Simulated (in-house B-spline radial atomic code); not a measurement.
# Nb⁴⁺: excited configurations

Wanted: excitation energies of Nb⁴⁺ as differences of total energies (ΔSCF).

Program: in-house B-spline radial atomic code version 1. Level of theory: Dirac-Hartree-Fock, average of configuration, Fermi nucleus, basis-set limit. These are calculated values, not measurements, unless marked.

## 1. What is computed

| Quantity | Value |
| --- | --- |
| element | niobium (Z = 41) |
| charge | +4 |
| electrons | 37 |
| configuration | [Kr] 4d1 |
| Hamiltonian | Dirac-Coulomb |
| nucleus | Fermi, rms radius 4.324 fm |

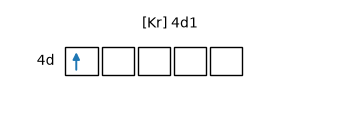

The shells outside the core, filled by Hund's rule for the drawing.

The boxes draw the filling by Hund's rule, which heavy ions in jj coupling don't follow; these runs average over all states of the configuration.

Input settings:

```ini
Z = 41
electrons = 37.0
configuration = [Kr] 4d1
hamiltonian = dirac
method = hf
spin_polarised = False
nucleus = fermi
rms_radius = 4.324
mass_number = 93
atomic_mass = 92.90637317
speed_of_light = 137.035999084
```

The reference is known from an earlier run: -3815.316867 hartree in all. Up to eight levels, counted from the top:

```csv
orbital,occupation,energy (eV),<r> (bohr)
3p3/2,4,-431.02,0.4462
3d3/2,4,-272.80,0.4294
3d5/2,6,-269.82,0.4328
4s1/2,2,-117.91,1.143
4p1/2,2,-89.073,1.240
4p3/2,4,-86.687,1.264
4d3/2,0.4,-49.917,1.609
4d5/2,0.6,-49.691,1.619
```

## 2. [Kr] 7d1

Input settings:

```ini
Z = 41
electrons = 37.0
configuration = [Kr] 7d1
hamiltonian = dirac
method = hf
spin_polarised = False
nucleus = fermi
rms_radius = 4.324
mass_number = 93
atomic_mass = 92.90637317
speed_of_light = 137.035999084
```

## 3. Run with [Ar] 3d9 4s2 4p6 4d1 7d1

The settings differ from step 2 so:

```diff
@@ -2,3 +2,3 @@
 electrons = 37.0
-configuration = [Kr] 7d1
+configuration = [Ar] 3d9 4s2 4p6 4d1 7d1
 hamiltonian = dirac
```

## 4. Run with [Ar] 3d10 4s2 4p5 4d1 8p1

The settings differ from step 3 so:

```diff
@@ -2,3 +2,3 @@
 electrons = 37.0
-configuration = [Ar] 3d9 4s2 4p6 4d1 7d1
+configuration = [Ar] 3d10 4s2 4p5 4d1 8p1
 hamiltonian = dirac
```

## 5. Configuration [Ar] 3d10 4s2 4p5 4d1 6f1

The settings differ from step 4 so:

```diff
@@ -2,3 +2,3 @@
 electrons = 37.0
-configuration = [Ar] 3d10 4s2 4p5 4d1 8p1
+configuration = [Ar] 3d10 4s2 4p5 4d1 6f1
 hamiltonian = dirac
```

## 6. Configuration [Ar] 3d10 4s2 4p5 4d2

The settings differ from step 5 so:

```diff
@@ -2,3 +2,3 @@
 electrons = 37.0
-configuration = [Ar] 3d10 4s2 4p5 4d1 6f1
+configuration = [Ar] 3d10 4s2 4p5 4d2
 hamiltonian = dirac
```

## 7. Configuration [Kr] 6g1

The settings differ from step 6 so:

```diff
@@ -2,3 +2,3 @@
 electrons = 37.0
-configuration = [Ar] 3d10 4s2 4p5 4d2
+configuration = [Kr] 6g1
 hamiltonian = dirac
```

## 8. Run with [Kr] 5g1

The settings differ from step 7 so:

```diff
@@ -2,3 +2,3 @@
 electrons = 37.0
-configuration = [Kr] 6g1
+configuration = [Kr] 5g1
 hamiltonian = dirac
```

## 9. Configuration [Ar] 3d9 4s2 4p6 4d1 8g1

The settings differ from step 8 so:

```diff
@@ -2,3 +2,3 @@
 electrons = 37.0
-configuration = [Kr] 5g1
+configuration = [Ar] 3d9 4s2 4p6 4d1 8g1
 hamiltonian = dirac
```

Before running: How far above the reference does each configuration lie (order and size, in eV)?

The runs gave:

| net move | configuration | energy above the reference (eV) | with Breit, QED, recoil (eV) | largest <r> (bohr) |
| --- | --- | --- | --- | --- |
| 4d → 5g | [Kr] 5g1 | 35.731 | 35.745 | 5.48 |
| 4p → 4d | [Ar] 3d10 4s2 4p5 4d2 | 36.456 | 36.403 | 1.60 |
| 4d → 7d | [Kr] 7d1 | 39.331 | 39.345 | 9.66 |
| 4d → 6g | [Kr] 6g1 | 39.888 | 39.903 | 8.76 |
| 4p → 6f | [Ar] 3d10 4s2 4p5 4d1 6f1 | 76.319 | 76.276 | 8.71 |
| 4p → 8p | [Ar] 3d10 4s2 4p5 4d1 8p1 | 77.745 | 77.705 | 11.6 |
| 3d → 7d | [Ar] 3d9 4s2 4p6 4d1 7d1 | 252.06 | 252.05 | 9.45 |
| 3d → 8g | [Ar] 3d9 4s2 4p6 4d1 8g1 | 256.96 | 256.95 | 17.1 |

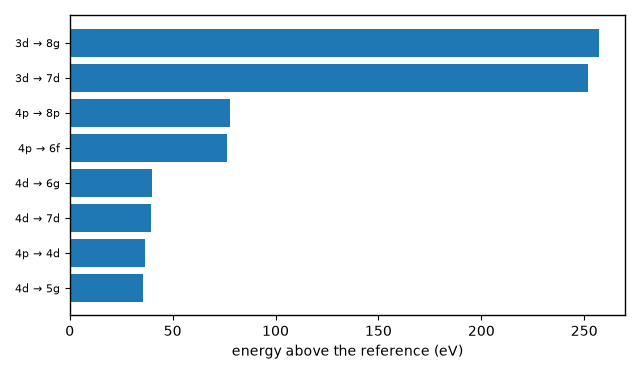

The configurations in order of energy, labelled by the net move of electrons.

Quantum defects of the promoted electron, δ = n − ζ/√(−2ε) with ζ = 5 and ε its orbital energy in hartree:

| promotion | δ |
| --- | --- |
| 4d → 5g | 0.004 |
| 4d → 7d | 1.176 |
| 4d → 6g | 0.007 |
| 4p → 6f | 0.217 |
| 4p → 8p | 1.763 |
| 3d → 7d | 1.291 |
| 3d → 8g | 0.013 |

The lowest of them is 4d → 5g at 35.731 eV and the highest 3d → 8g at 256.96 eV. 4 of them lie more than 2 % above the ionisation threshold that Koopmans' theorem gives (49.691 eV), where such states can decay by emitting an electron. Of those tabulated, the defect is largest for 8p (1.76) and least for 5g (0.00): low angular momentum penetrates the core, high angular momentum stays outside it. Two partly filled shells share a symmetry and can mix in the average, which may lower the energy, for: 4p → 8p; 3d → 7d; 3d → 8g. These are averages over configurations, without correlation, not spectroscopic levels.
